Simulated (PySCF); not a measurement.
C2H11FNSi3 (doublet)

```xyz
18

C     3.3548    0.3768   -0.1227
Si    2.0247   -0.9785   -0.0028
Si   -0.0633   -0.0193    0.2631
C    -1.1687   -0.3861   -1.2766
F    -0.9381   -1.7241   -1.6417
Si   -3.0602   -0.1832   -1.0688
N    -3.2958    1.3875   -0.4040
H     3.3451    1.0169    0.7553
H     3.2040    1.0111   -0.9923
H     4.3488   -0.0539   -0.1999
H     2.1385   -1.8203   -1.2004
H     2.3694   -1.8302    1.1485
H    -0.8123   -0.5248    1.4277
H    -0.1056    1.4484    0.3888
H    -0.8003    0.1980   -2.1268
H    -3.5811   -1.3241   -0.3040
H    -4.2339    1.7397   -0.3081
H    -2.7348    1.6724    0.3882
```

Geometry: GFN2-xTB.

Theory: UKS B3LYP, pcH-1 on C F H N Si, non-relativistic, mean-field spin-orbit, GIAO in PySCF 2.14.0, density-fitted response routines.

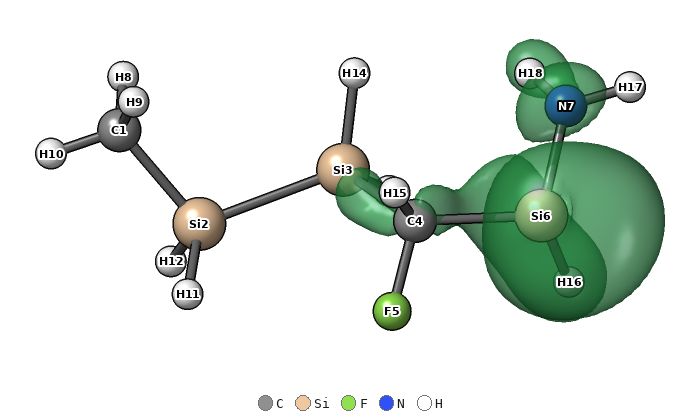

Figure 1. Isosurfaces of the spin density at +0.015 (green) and −0.015 e/Å³ (red), seen across its widest extent.

Question: Which atoms carry the spin?

Answer: The unpaired spin (1 electron) lies mostly on Si6 (about 0.7) and H16 (about 0.1), in electrons by Hirshfeld's partition.

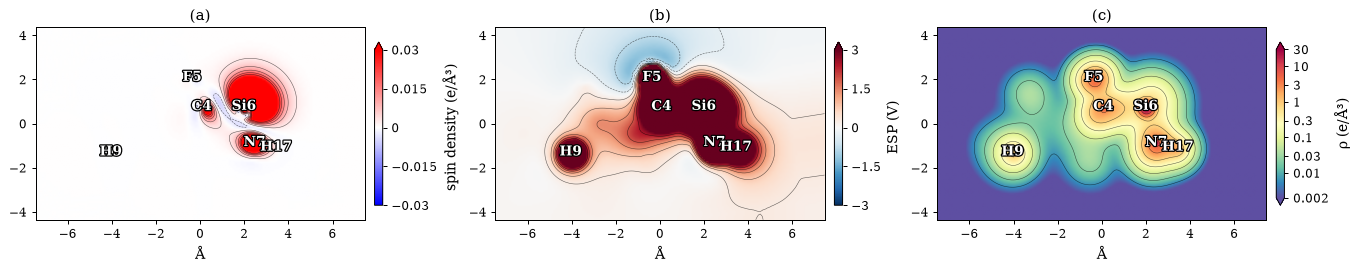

Figure 2. (a) spin density (α minus β); (b) molecular electrostatic potential; (c) total electron density on the plane of atoms C4, Si6 and N7.

Question: Describe what can be read from this map.

Answer: The plane passes through C, F, Si, N and H nuclei.
C–F (1.41 Å): ρ at the midpoint is about 1.7 e/Å³, with its minimum of 1.2 e/Å³ about 0.5 Å from C.
Si–N (1.72 Å): the density is about 0.74 e/Å³ at the midpoint.
C–Si (1.91 Å): ρ at the midpoint is about 0.79 e/Å³.
N–H (1.01 Å): ρ is about 2.1 e/Å³ halfway.

Outside the dense part of the molecule the potential is most negative (−1.3 V) near F5.

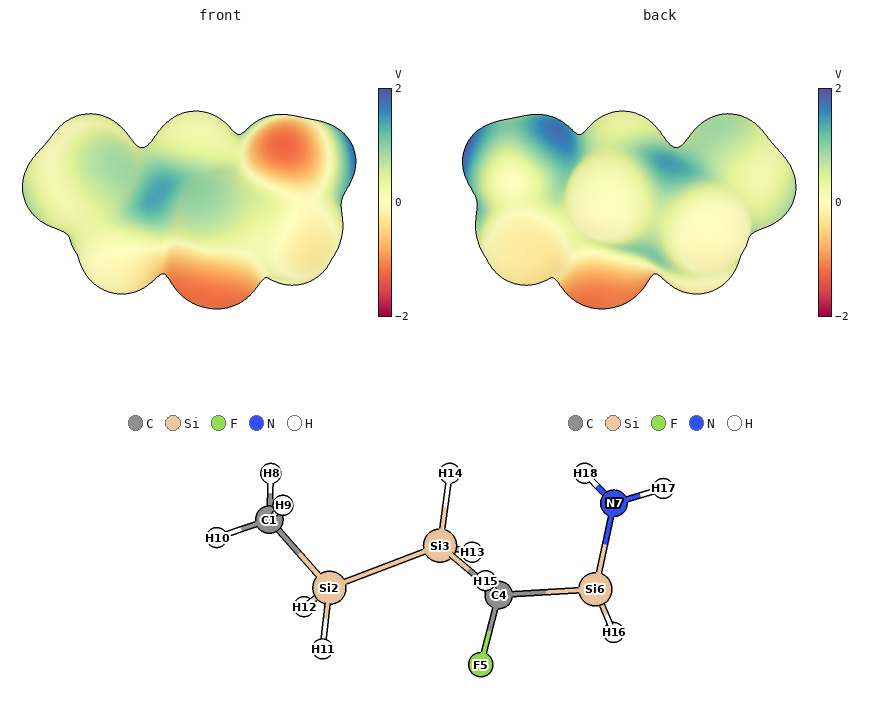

Figure 3. The electrostatic potential painted on the density surface at 0.002 e/bohr³, seen from the front and from behind; red is negative and blue positive. The bare structure is drawn below in the same view.

Question: Which sites attract a positive test charge, and which a negative one?

Answer: A positive charge is drawn to the negative regions and a negative charge to the positive ones. The most negative region (about −1.2 V) lies over F5 and N7, the most positive (about +1.8 V) over H17 and H18.
